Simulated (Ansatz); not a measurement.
## CH₅AlF₂: geometry relaxation (part 2 of 2)

CH₅AlF₂; RKS PBE-D4/6-31G* (Ansatz 0.2.0). The input holds or restrains some coordinates. It belongs to a series of runs on one base structure; here: pulled along the bonds that form and break, towards end A.

Geometry of the input (Å):
```
Al -0.8308  -0.0531  -0.9246
C  0.9057  0.2138  0.5357
F  -0.6279  -1.2198  -2.0512
F  -1.7166  1.2832  -1.2486
H  -0.3648  -0.3716  0.6724
H  -1.2268  -0.8091  0.8847
H  0.7814  0.8753  1.3957
H  1.6205  0.7577  -0.1079
H  1.4593  -0.6764  0.8437
```

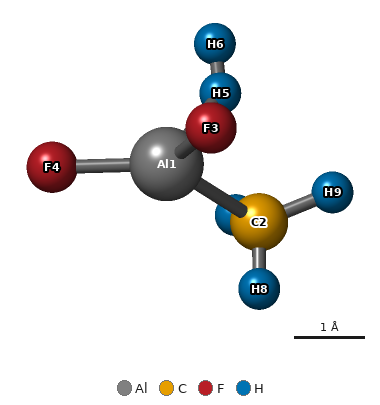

Figure 1. The geometry at step 3 of the log (ball-and-stick view, seen at a tilt; atoms are numbered from 1 in the order of the input).

**What the program printed, continued**
```
relax step   6: F+E_penalty+E_count = -13141.28191046 eV  Δ(F+E_penalty+E_count) = -7.574e-2 eV  max|allowed force component| = 3.180e0 eV/Å  E_restraint = 0.03805047 eV  max|allowed force component, restraints' pulls added| = 2.033e0 eV/Å  Δτ_max = 0.0924 Å  (27 SCF iters, accepted)
  distance Al 0 - H 5 = 2.8146 Å
  distance H 4 - C 1 = 2.3730 Å
  distance Al 0 - C 1 = 1.9704 Å
  distance H 4 - H 5 = 0.6700 Å
these checks for a lower state are left out or cut short: starts, cluster_reference, orbital_swaps, neighbouring_geometries, increment
855 factors; their error is unknown
mean field -13141.27811171 eV, -482.9330631272 hartree, gradient 1.3e-5 eV, S^2 0.000000; 0 other end points of the search recorded, 0 dependent functions left out
the calculation of the forces begins
reference -13141.27815895 eV, -482.9330648632 hartree; 21, 21 occupied and 53, 53 virtual orbitals, 855 factors
relax step   7: F+E_penalty+E_count = -13141.40719212 eV  Δ(F+E_penalty+E_count) = -1.253e-1 eV  max|allowed force component| = 1.748e0 eV/Å  E_restraint = 0.11540141 eV  max|allowed force component, restraints' pulls added| = 4.844e-1 eV/Å  Δτ_max = 0.1002 Å  (26 SCF iters, accepted)
  distance Al 0 - H 5 = 2.8188 Å
  distance H 4 - C 1 = 2.3814 Å
  distance Al 0 - C 1 = 1.9620 Å
  distance H 4 - H 5 = 0.7066 Å
these checks for a lower state are left out or cut short: starts, cluster_reference, orbital_swaps, neighbouring_geometries, increment
855 factors; their error is unknown
mean field evaluation 64: about -13141.2628 eV, gradient 1.5e-1 eV
mean field -13141.26288668 eV, -482.9325036175 hartree, gradient 1.4e-5 eV, S^2 0.000000; 0 other end points of the search recorded, 0 dependent functions left out
the calculation of the forces begins
reference -13141.26293377 eV, -482.9325053480 hartree; 21, 21 occupied and 53, 53 virtual orbitals, 855 factors
relax step   8: F+E_penalty+E_count = -13141.39198845 eV  Δ(F+E_penalty+E_count) = +1.520e-2 eV  max|allowed force component| = 2.159e0 eV/Å  E_restraint = 0.09269200 eV  max|allowed force component, restraints' pulls added| = 2.289e-1 eV/Å  Δτ_max = 0.0551 Å  (26 SCF iters, accepted)
  distance Al 0 - H 5 = 2.8238 Å
  distance H 4 - C 1 = 2.3794 Å
  distance Al 0 - C 1 = 1.9640 Å
  distance H 4 - H 5 = 0.6977 Å
these checks for a lower state are left out or cut short: starts, cluster_reference, orbital_swaps, neighbouring_geometries, increment
855 factors; their error is unknown
mean field -13141.26951720 eV, -482.9327472846 hartree, gradient 1.3e-5 eV, S^2 0.000000; 0 other end points of the search recorded, 0 dependent functions left out
the calculation of the forces begins
reference -13141.26956435 eV, -482.9327490175 hartree; 21, 21 occupied and 53, 53 virtual orbitals, 855 factors
relax step   9: F+E_penalty+E_count = -13141.39868335 eV  Δ(F+E_penalty+E_count) = -6.695e-3 eV  max|allowed force component| = 2.100e0 eV/Å  E_restraint = 0.09600220 eV  max|allowed force component, restraints' pulls added| = 1.890e-2 eV/Å  Δτ_max = 0.0179 Å  (26 SCF iters, accepted)
  distance Al 0 - H 5 = 2.8196 Å
  distance H 4 - C 1 = 2.3806 Å
  distance Al 0 - C 1 = 1.9621 Å
  distance H 4 - H 5 = 0.6989 Å
855 factors; their error is unknown
mean field -13141.26951720 eV, -482.9327472846 hartree, gradient 1.3e-5 eV, S^2 0.000000; 1 other end points of the search recorded, 0 dependent functions left out
the calculation of the forces begins
reference -13141.26956435 eV, -482.9327490175 hartree; 21, 21 occupied and 53, 53 virtual orbitals, 855 factors
Total energy: -13141.39873050 eV, -482.9374957861 hartree
Atom 0 at    -0.431578     0.150132    -1.029243 Å, force     0.171512     0.018910     0.168054 eV/Å
Atom 1 at     1.016359     0.346356     0.280266 Å, force     0.088419     0.134517    -0.296037 eV/Å
Atom 2 at    -0.527150    -1.160009    -2.056554 Å, force     0.001615     0.001508     0.005112 eV/Å
Atom 3 at    -1.596762     1.322996    -1.247434 Å, force     0.002949    -0.001586     0.004377 eV/Å
Atom 4 at    -0.892134    -0.764971     1.169070 Å, force     1.850809     0.874838    -0.229809 eV/Å
Atom 5 at    -1.513686    -1.067428     1.272267 Å, force    -2.100113    -1.019611     0.340098 eV/Å
Atom 6 at     0.689483     0.935260     1.153293 Å, force    -0.005240     0.001194    -0.002074 eV/Å
Atom 7 at     1.878224     0.874201    -0.167870 Å, force    -0.006064    -0.007944     0.011499 eV/Å
Atom 8 at     1.377245    -0.636538     0.626107 Å, force    -0.003886    -0.001826    -0.001220 eV/Å
Dipole moment:     0.286900     0.004780     0.364667 e Å
```

**Trajectory as extended XYZ (Å, eV, eV/Å), 9 frames, from step=1 to step=9**
```
9
Properties=species:S:1:pos:R:3:forces:R:3 step=1 energy=-13139.62869
Al   -0.8308   -0.0531   -0.9246    1.1712  -0.1828   2.1915
C     0.9057    0.2138    0.5357    0.4886   0.7084  -1.5702
F    -0.6279   -1.2198   -2.0512    0.1164  -0.5667  -0.4813
F    -1.7166    1.2832   -1.2486   -0.3742   0.5990  -0.0781
H    -0.3648   -0.3716    0.6724   -0.2786  -0.3285   0.6858
H    -1.2268   -0.8091    0.8847   -0.8692  -0.0819  -0.9068
H     0.7814    0.8753    1.3957   -0.3001   0.1831   0.3401
H     1.6205    0.7577   -0.1079    0.0621   0.1249  -0.2833
H     1.4593   -0.6764    0.8437   -0.0162  -0.4555   0.1023
9
Properties=species:S:1:pos:R:3:forces:R:3 step=2 energy=-13139.91709
Al   -0.7325    0.0098   -0.9881    2.2874   0.3859   1.9049
C     0.9654    0.2554    0.4857   -1.4257  -0.4940  -0.3411
F    -0.6273   -1.2249   -2.0580   -0.1163  -0.5796  -0.4432
F    -1.7208    1.2895   -1.2515   -0.5350   0.4332  -0.0893
H    -0.5392   -0.4544    0.6987   -0.9813  -0.8158   1.2411
H    -1.2249   -0.8473    1.0050   -0.4667  -0.0810  -0.3850
H     0.7816    0.8758    1.3909   -0.3387  -0.0424  -0.4112
H     1.6386    0.7707   -0.1225    1.8894   1.2072  -1.1051
H     1.4592   -0.6745    0.8398   -0.3131  -0.0135  -0.3710
9
Properties=species:S:1:pos:R:3:forces:R:3 step=3 energy=-13140.27299
Al   -0.6164    0.0771   -1.0419    1.8453   0.2748   1.6519
C     1.0137    0.2969    0.4212   -3.3924  -2.1490   2.0229
F    -0.6299   -1.2282   -2.0574   -0.0855  -0.1907  -0.2179
F    -1.7243    1.2889   -1.2497   -0.2000   0.1313  -0.0887
H    -0.6992   -0.5438    0.7643    0.6254   0.2279   0.1335
H    -1.2474   -0.8868    1.0968   -1.7093  -0.9698   0.7135
H     0.7773    0.8730    1.3778   -0.1474  -0.1876  -1.2520
H     1.6740    0.7927   -0.1414    3.5093   2.2577  -2.0482
H     1.4523   -0.6697    0.8301   -0.4453   0.6055  -0.9150
9
Properties=species:S:1:pos:R:3:forces:R:3 step=4 energy=-13140.72008
Al   -0.4831    0.1441   -1.0727    0.3237  -0.2050   1.0796
C     1.0283    0.3230    0.3586   -2.0242  -1.3757   1.6348
F    -0.6241   -1.2176   -2.0485    0.1596   0.4210   0.1426
F    -1.7102    1.2822   -1.2458    0.4614  -0.2120  -0.0390
H    -0.8521   -0.6347    0.8433    2.2258   1.4272  -1.4478
H    -1.3203   -0.9543    1.2084   -2.8302  -1.8622   1.9808
H     0.7719    0.8664    1.3372   -0.0833  -0.0458  -1.4828
H     1.7530    0.8410   -0.1811    2.1208   1.1587  -0.7058
H     1.4367   -0.6501    0.8004   -0.3535   0.6939  -1.1623
9
Properties=species:S:1:pos:R:3:forces:R:3 step=5 energy=-13141.20617
Al   -0.4343    0.1441   -1.0116   -0.0942  -0.0217  -0.0667
C     1.0372    0.3494    0.2918   -0.4895  -0.4477   0.8466
F    -0.5712   -1.1641   -2.0531    0.1506   0.1721   0.2049
F    -1.6342    1.2900   -1.2630    0.2804  -0.0981   0.1285
H    -0.9657   -0.7247    0.9721    2.6140   1.7207  -1.8224
H    -1.4318   -1.0420    1.3294   -2.9026  -1.9329   2.0865
H     0.7305    0.8983    1.2246    0.0488  -0.0301  -0.7326
H     1.8614    0.8841   -0.1750    0.5058   0.2343  -0.0974
H     1.4081   -0.6351    0.6848   -0.1133   0.4033  -0.5475
9
Properties=species:S:1:pos:R:3:forces:R:3 step=6 energy=-13141.28191
Al   -0.4315    0.1461   -1.0194    0.0692  -0.0021   0.1115
C     1.0283    0.3473    0.2887   -0.2299  -0.1603   0.2197
F    -0.5494   -1.1641   -2.0498    0.0757   0.0536   0.0735
F    -1.6149    1.3029   -1.2525    0.1119  -0.0169   0.0552
H    -0.9358   -0.7395    1.0583    2.9173   1.6492  -1.1956
H    -1.4750   -1.0524    1.3037   -3.1802  -1.8241   1.3772
H     0.7116    0.9135    1.1928    0.0262  -0.0346  -0.3462
H     1.8663    0.8832   -0.1701    0.2765   0.1326  -0.0552
H     1.4005   -0.6370    0.6482   -0.0666   0.2026  -0.2401
9
Properties=species:S:1:pos:R:3:forces:R:3 step=7 energy=-13141.40719
Al   -0.4547    0.1323   -1.0061    0.4230   0.1618   0.0550
C     1.0135    0.3448    0.2779    0.0360   0.0999  -0.2560
F    -0.5024   -1.1528   -2.0641   -0.0815  -0.0796  -0.0016
F    -1.5756    1.3380   -1.2576   -0.1086  -0.0089   0.0244
H    -0.9072   -0.7584    1.1525    1.5054   0.7596  -0.2968
H    -1.5182   -1.0779    1.3069   -1.7482  -0.9041   0.4118
H     0.6923    0.9293    1.1547    0.0077   0.0073   0.0457
H     1.8663    0.8805   -0.1792   -0.0494  -0.0141  -0.0226
H     1.3858   -0.6358    0.6151    0.0156  -0.0220   0.0401
9
Properties=species:S:1:pos:R:3:forces:R:3 step=8 energy=-13141.39199
Al   -0.4209    0.1578   -1.0414    0.0455  -0.0641   0.2561
C     1.0159    0.3439    0.2847    0.1260   0.1717  -0.3597
F    -0.5366   -1.1644   -2.0535    0.0445   0.0508   0.0112
F    -1.6041    1.3167   -1.2485    0.0667  -0.0015  -0.0062
H    -0.8912   -0.7616    1.1806    1.9054   0.8929  -0.1610
H    -1.5160   -1.0623    1.2577   -2.1590  -1.0403   0.2706
H     0.6945    0.9291    1.1622   -0.0357   0.0040  -0.0251
H     1.8719    0.8778   -0.1674    0.0330  -0.0006   0.0378
H     1.3866   -0.6370    0.6255   -0.0264  -0.0130  -0.0236
9
Properties=species:S:1:pos:R:3:forces:R:3 step=9 energy=-13141.39868
Al   -0.4316    0.1501   -1.0292    0.1715   0.0189   0.1681
C     1.0164    0.3464    0.2803    0.0884   0.1345  -0.2960
F    -0.5272   -1.1600   -2.0566    0.0016   0.0015   0.0051
F    -1.5968    1.3230   -1.2474    0.0029  -0.0016   0.0044
H    -0.8921   -0.7650    1.1691    1.8508   0.8748  -0.2298
H    -1.5137   -1.0674    1.2723   -2.1001  -1.0196   0.3401
H     0.6895    0.9353    1.1533   -0.0052   0.0012  -0.0021
H     1.8782    0.8742   -0.1679   -0.0061  -0.0079   0.0115
H     1.3772   -0.6365    0.6261   -0.0039  -0.0018  -0.0012
```

**Key numbers**

- outcome: converged under the restraints of the input
- total energy: −13141.3987 eV
- mean-field energy: −13141.2696 eV
- largest force (length of the vector) at the end, held atoms and coordinates included: 2.359 eV/Å
- hardware: 2 threads of Intel Xeon (Sapphire Rapids), 16 GiB of memory available, shared host
- wall time: 8.3 s (CPU time 15 s)
- peak memory: 0.17 GiB
